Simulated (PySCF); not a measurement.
## Run report: CH7Cl3P2Si3, NMR shielding calculation

The run: NMR shielding calculation of CH7Cl3P2Si3. Method and program: GIAO PBE0/pcSseg-1 NMR shielding, non-relativistic, gas phase (PySCF 2.14.0).

The geometry comes from this level: GFN2-xTB. It belongs to a series of runs on one base structure; here: SiH2 inserted into a C-Si bond. Figures and captions count atoms from 1; the log counts them from 0 in places.

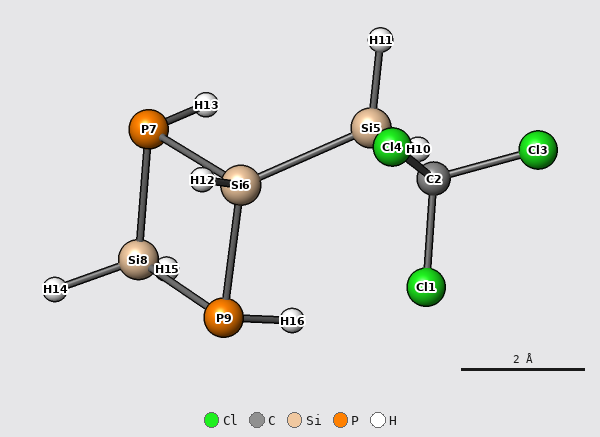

The input geometry (ball-and-stick view, seen at a tilt; atoms are numbered from 1 in the order of the input). Bond lengths as drawn: C–Cl 1.77 to 1.78 Å, C–Si 1.94 Å, H–P 1.38 to 1.39 Å, H–Si 1.46 to 1.47 Å, P–Si 2.26 to 2.28 Å and Si–Si 2.33 Å.

Key numbers

| quantity | value |
| --- | --- |
| outcome | converged |
| total energy | −2972.866139 hartree |
| HOMO | −6.81 eV |
| LUMO | −1.73 eV |
| dipole moment | 2.42 D |
| isotropic shielding, Cl | 496.6 to 502.4 ppm |
| isotropic shielding, C | 74.0 ppm |
| isotropic shielding, Si | 368.1 to 417.5 ppm |
| isotropic shielding, P | 554.5 to 589.5 ppm |
| isotropic shielding, H | 26.3 to 29.4 ppm |
| hardware | 1 CPU thread, shared host |
| wall time | 2.1 min |
| peak memory | 1.1 GiB |

Input file
```
{"job": {"kind": "nmr", "xc": "PBE0", "basis": "pcSseg-1"}, "charge": 0, "multiplicity": 1}
Cl     1.920947     1.102262    -2.234046
C      2.719883     0.036225    -1.055713
Cl     4.338802     0.660653    -0.720452
Cl     2.870343    -1.583649    -1.769221
Si     1.652905    -0.080361     0.558869
Si    -0.453274    -0.725736    -0.198882
P     -1.911933    -1.124874     1.504875
Si    -3.101434     0.527716     0.524599
P     -1.727157     0.844380    -1.251463
H      1.767822     1.263734     1.138155
H      2.400013    -1.011045     1.403780
H     -0.503863    -1.925204    -1.048820
H     -1.281715    -0.306784     2.424045
H     -4.390207     0.009240     0.076797
H     -3.241393     1.710079     1.371800
H     -1.067339     1.947554    -0.735732
```

The first line tells a small driver script what to run in PySCF; the rest is the geometry in Å.

Launched with:
```bash
OMP_NUM_THREADS=1 python <driver script> task.json out
```

Output
```
coarse grid: 18424 points
cycle   1  E = -2972.7364056547  dE =  8.960e-01  |g| = 5.451e-01  |ddm| = 4.073e+00
cycle   2  E = -2972.5664162412  dE =  1.700e-01  |g| = 1.029e+00  |ddm| = 1.578e+00
cycle   3  E = -2972.8165707801  dE = -2.502e-01  |g| = 6.800e-02  |ddm| = 9.956e-01
cycle   4  E = -2972.8173931459  dE = -8.224e-04  |g| = 4.302e-02  |ddm| = 1.680e-01
cycle   5  E = -2972.8179103811  dE = -5.172e-04  |g| = 6.078e-03  |ddm| = 6.882e-02
cycle   6  E = -2972.8179206069  dE = -1.023e-05  |g| = 2.108e-03  |ddm| = 1.478e-02
cycle   7  E = -2972.8179218247  dE = -1.218e-06  |g| = 5.535e-04  |ddm| = 3.787e-03
final grid: 143680 points
cycle   8  E = -2972.8661337029  dE = -3.481e-05  |g| = 5.720e-03  |ddm| = 2.964e-02
cycle   9  E = -2972.8661280371  dE =  5.666e-06  |g| = 6.562e-03  |ddm| = 1.251e-02
cycle  10  E = -2972.8661381439  dE = -1.011e-05  |g| = 2.045e-03  |ddm| = 8.904e-03
cycle  11  E = -2972.8661390727  dE = -9.288e-07  |g| = 3.118e-04  |ddm| = 2.045e-03
cycle  12  E = -2972.8661390991  dE = -2.637e-08  |g| = 5.364e-05  |ddm| = 5.161e-04
cycle  13  E = -2972.8661391000  dE = -8.522e-10  |g| = 1.877e-05  |ddm| = 1.127e-04
```

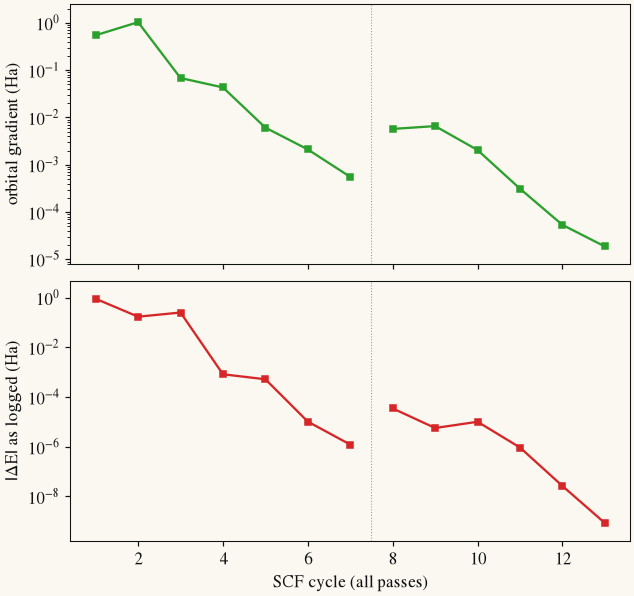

Convergence of the self-consistent field: orbital gradient and size of the energy change against the SCF cycle. The dotted line marks the change from a coarse to the final integration grid. The first 7 cycles use a coarse grid, the final grid takes over at cycle 8, and the field converges after 13 cycles in all.

```
converged SCF energy = -2972.8661391000

GIAO shielding tensors (ppm)
atom      isotropic    diamagn.    paramagn.     s11        s22        s33       span
  0 Cl     497.847    1145.878    -648.031    152.658    443.408    897.474    744.816
  1 C       73.959     248.696    -174.738     54.008     81.390     86.479     32.470
  2 Cl     496.647    1143.692    -647.045    163.482    407.637    918.823    755.341
  3 Cl     502.377    1144.999    -642.622    149.558    439.982    917.591    768.033
  4 Si     368.137     876.655    -508.518    320.602    354.063    429.746    109.144
  5 Si     417.518     878.141    -460.623    401.093    406.580    444.880     43.787
  6 P      589.457     967.567    -378.110    450.037    650.668    667.666    217.629
  7 Si     410.888     879.940    -469.052    378.000    416.549    438.114     60.115
  8 P      554.542     967.097    -412.555    384.538    621.072    658.015    273.477
  9 H       26.860      27.570      -0.710     23.371     26.376     30.833      7.462
 10 H       27.023      27.741      -0.717     23.237     26.520     31.312      8.075
 11 H       26.330      28.000      -1.670     22.869     25.888     30.233      7.364
 12 H       29.416      30.606      -1.190     25.754     28.458     34.035      8.281
 13 H       26.863      28.776      -1.913     23.161     24.582     32.844      9.683
 14 H       26.476      28.209      -1.733     23.565     24.324     31.541      7.976
 15 H       28.748      29.949      -1.202     24.880     28.855     32.508      7.629
```

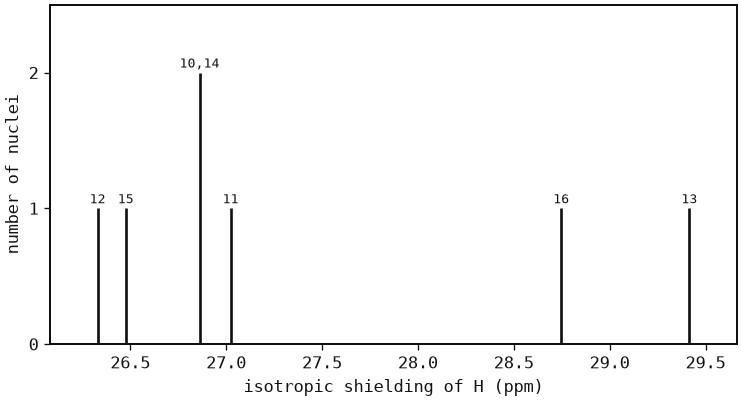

Isotropic shieldings of the hydrogen nuclei in this fixed geometry, labelled by atom number; shielding grows to the right, so chemical shift grows to the left. The least shielded is H12 (26.3 ppm), the most shielded H13 (29.4 ppm).

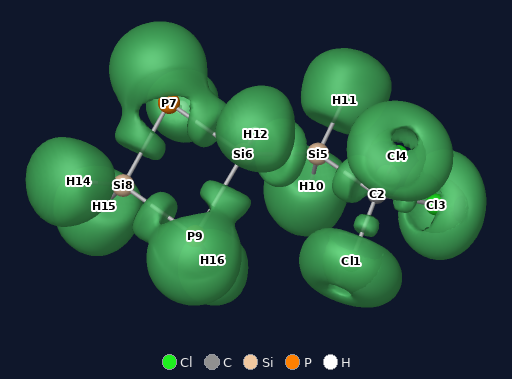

Isosurface of the electron localisation function at 0.8 (green), seen at a tilt. Core shells and regions of very low density are left out. C–Si (1.94 Å): the ELF peaks at about 1 between the atoms (a covalent bond).

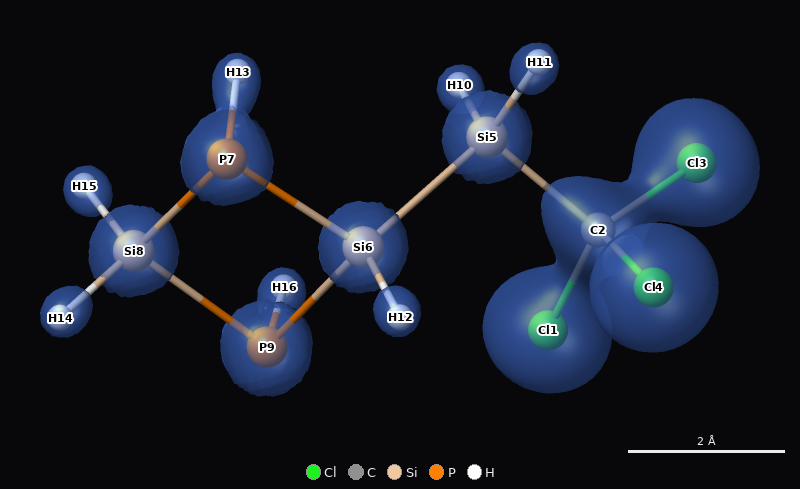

Isosurface of the total electron density at 1 e/Å³ (blue), seen at a tilt. At this value the surface falls into eleven separate pieces. It is pinched off along the C–Si (1.94 Å), Si–P (2.26 Å) and Si–Si (2.33 Å) contacts. On the grid the lowest density along these lines, outside the cores, is 1.3 e/Å³ (C–Cl, 1.77 Å), 0.71 e/Å³ (C–Si, 1.94 Å), 0.64 e/Å³ (Si–P, 2.26 Å) and 0.64 e/Å³ (Si–Si, 2.33 Å).
